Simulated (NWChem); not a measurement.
# BNH3O (SMILES N[B]O) at U-mPWPW91/6-31G(d) (density fitting with weigend coulomb fitting, spherical functions)

Aim: the energy difference between two shapes of BNH3O at U-mPWPW91/6-31G* (density fitting with weigend coulomb fitting, spherical functions), from 2 runs. 

The calculation is run with NWChem 7.3.0.

4 further runs of the same task are left out: 4 set aside as unsound or not needed.

### Step 1. The structure to begin with

The species is BNH3O (6 atoms), meant as a doublet with charge 0. As SMILES, `N[B]O`. The coordinates come from a PBE0-D4/def2-TZVP relaxation. This is one conformer, not always the lowest.

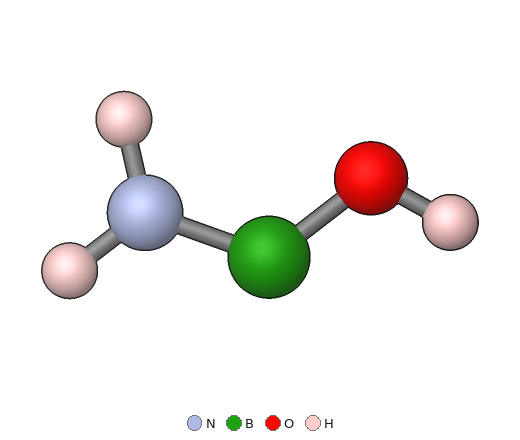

The structure, seen from a chosen angle (nitrogen light blue, boron green, oxygen red, hydrogen pink).

### Step 2. Energy and gradient at U-mPWPW91/6-31G(d) (density fitting with weigend coulomb fitting, spherical functions)

bh3no.nw reads:

```
start bh3no
memory total 2200 mb
geometry units angstrom noautosym nocenter noautoz
 N     -0.781300     0.184600    -0.560400
 B      0.032600    -0.490400     0.341500
 O      1.270200    -0.047100     0.684600
 H     -1.694900    -0.139800    -0.815500
 H     -0.498900     1.042700    -1.012000
 H      1.714300    -0.614000     1.315700
end
basis spherical bse
 * library 6-31G*
end
basis "cd basis" spherical
 * library "weigend coulomb fitting"
end
dft
 xc mpw91 perdew91
 mult 2
 grid fine
 convergence energy 1e-05
 direct
 iterations 100
 mulliken
 print medium
end
task dft gradient
```

Run with:

```
nwchem bh3no.nw > bh3no.out
```

Standard output:

```text
[...]
          Wavefunction type:  spin polarized.
          No. of atoms     :     6
          No. of electrons :    23
[...]
          Charge           :     0
          Spin multiplicity:     2
[...]
          AO basis - number of functions:    48
[...]
              XC Information
              --------------
                        mPW91  Exchange Functional  1.000
                Perdew 1991 Correlation Functional  1.000 non-local
            Perdew 1991 LDA Correlation Functional  1.000 local
[...]
 d= 0,ls=0.0,diis     1   -156.5323941095 -2.18D+02  1.67D-02  1.52D-01     0.8
[...]
 d= 0,ls=0.0,diis     9   -156.6064034133 -2.52D-07  2.68D-06  2.42D-08     5.1
[...]
         Total DFT energy =     -156.606403413280
      One electron energy =     -334.733122609608
           Coulomb energy =      137.419600034083
    Exchange-Corr. energy =      -20.731345342622
 Nuclear repulsion energy =       61.438464504867
[...]
      Total Density - Mulliken Population Analysis
     ---------------------------------------------
    Atom       Charge   Shell Charges
 -----------   ------   -------------------------------------------------------
    1 N    7     7.70   2.00  0.77  2.57  0.79  1.57  0.02
    2 B    5     4.83   2.00  0.50  1.36  0.45  0.42  0.10
    3 O    8     8.52   2.00  0.90  2.95  0.90  1.75  0.02
    4 H    1     0.67   0.51  0.16
    5 H    1     0.69   0.51  0.18
    6 H    1     0.58   0.48  0.10
[...]
      <S2> =      0.7526 (Exact =     0.7500)
[...]
  wavefunction    = open shell
                         DFT ENERGY GRADIENTS
    atom               coordinates                        gradient
                 x          y          z           x          y          z
   1 N      -1.476443   0.348843  -1.059002    0.000573  -0.001447   0.001318
   2 B       0.061605  -0.926722   0.645341    0.005354   0.013908  -0.006914
   3 O       2.400330  -0.089006   1.293706   -0.007626  -0.015209   0.006621
   4 H      -3.202897  -0.264184  -1.541072    0.008749   0.002799   0.002661
   5 H      -0.942784   1.970417  -1.912403   -0.002063  -0.009075   0.005260
   6 H       3.239557  -1.160292   2.486312   -0.004986   0.009024  -0.008945
[...]
```

Wall time 6.6 s (1 thread of AMD EPYC 7B13 (Zen 3), shared host); peak memory 0.12 GiB.

### Step 3. The distorted shape, same level

bh3no.nw reads:

```
START bh3no
memory 2200 mb
GEOMETRY noautosym nocenter noautoz
N    -0.799217    0.130615   -0.548366
B     0.090186   -0.540064    0.275441
O     1.292216   -0.128796    0.676881
H    -1.740200   -0.200547   -0.826351
H    -0.509438    0.991946   -0.992131
H     1.727186   -0.555015    1.309890
END
BASIS spherical bse
N library 6-31G*
B library 6-31G*
O library 6-31G*
H library 6-31G*
END
BASIS "cd basis" spherical
N library "weigend coulomb fitting"
B library "weigend coulomb fitting"
O library "weigend coulomb fitting"
H library "weigend coulomb fitting"
END
DFT
xc mpw91 perdew91
mult 2
grid fine
convergence energy 1e-05
direct
iterations 100
mulliken
print medium
END
TASK dft gradient
```

Run with:

```
nwchem bh3no.nw > bh3no.out
```

Standard output:

```text
[...]
          Wavefunction type:  spin polarized.
          No. of atoms     :     6
          No. of electrons :    23
[...]
          Charge           :     0
          Spin multiplicity:     2
[...]
          AO basis - number of functions:    48
[...]
              XC Information
              --------------
                        mPW91  Exchange Functional  1.000
                Perdew 1991 Correlation Functional  1.000 non-local
            Perdew 1991 LDA Correlation Functional  1.000 local
[...]
 d= 0,ls=0.0,diis     1   -156.5227264735 -2.18D+02  1.63D-02  1.47D-01     0.8
[...]
 d= 0,ls=0.0,diis     9   -156.5926234322 -2.62D-07  1.55D-06  5.55D-09     5.2
[...]
         Total DFT energy =     -156.592623432228
      One electron energy =     -335.505171882045
           Coulomb energy =      137.787804018197
    Exchange-Corr. energy =      -20.767369497501
 Nuclear repulsion energy =       61.892113929122
[...]
      Total Density - Mulliken Population Analysis
     ---------------------------------------------
    Atom       Charge   Shell Charges
 -----------   ------   -------------------------------------------------------
    1 N    7     7.70   2.00  0.76  2.56  0.79  1.57  0.02
    2 B    5     4.86   2.00  0.49  1.39  0.46  0.42  0.10
    3 O    8     8.50   2.00  0.89  3.02  0.86  1.71  0.02
    4 H    1     0.67   0.50  0.17
    5 H    1     0.69   0.51  0.19
    6 H    1     0.59   0.52  0.07
[...]
      <S2> =      0.7524 (Exact =     0.7500)
[...]
  wavefunction    = open shell
                         DFT ENERGY GRADIENTS
    atom               coordinates                        gradient
                 x          y          z           x          y          z
   1 N      -1.510301   0.246827  -1.036261    0.016380  -0.001870   0.011798
   2 B       0.170427  -1.020573   0.520508    0.026284   0.035771  -0.013962
   3 O       2.441934  -0.243389   1.279120    0.029063  -0.083074   0.085961
   4 H      -3.288501  -0.378979  -1.561577   -0.018916  -0.003616  -0.005588
   5 H      -0.962698   1.874506  -1.874856    0.001927  -0.011376   0.006745
   6 H       3.263908  -1.048826   2.475333   -0.054737   0.064165  -0.084953
[...]
```

Run time: 6.6 s. Hardware: 1 thread of AMD EPYC 7B13 (Zen 3), shared host; peak memory 0.12 GiB.

### Step 4. Outcome

Level: U-mPWPW91/6-31G* (density fitting with weigend coulomb fitting, spherical functions).

| quantity | value |
| --- | --- |
| first shape: total energy | -156.60640 Eh |
| first shape: dipole moment | 0.41 D |
| first shape: HOMO energy (highest over α and β) | -3.61 eV |
| first shape: LUMO energy (lowest over α and β) | -0.96 eV |
| first shape: ⟨S²⟩ | 0.753 |
| first shape: largest force on an atom | 0.939 eV/Å |
| distorted shape: total energy | -156.59262 Eh |
| distorted shape: dipole moment | 0.47 D |
| distorted shape: HOMO energy (highest over α and β) | -3.18 eV |
| distorted shape: LUMO energy (lowest over α and β) | -0.60 eV |
| distorted shape: ⟨S²⟩ | 0.752 |
| distorted shape: largest force on an atom | 6.326 eV/Å |
| energy change with the atoms displaced | 0.375 eV |

What this shows: With the atoms displaced the energy rises by 0.37 eV (8.6 kcal/mol). The first shape isn't relaxed at this level, so the change isn't measured from a minimum. The largest force (first shape) is 0.94 eV/Å: the shape isn't a stationary point for this species at this level. Mulliken charges (first shape) run from -0.70 on N1 to +0.42 on H6; they depend strongly on the basis. Mulliken charges (distorted shape) run from -0.70 on N1 to +0.41 on H6.
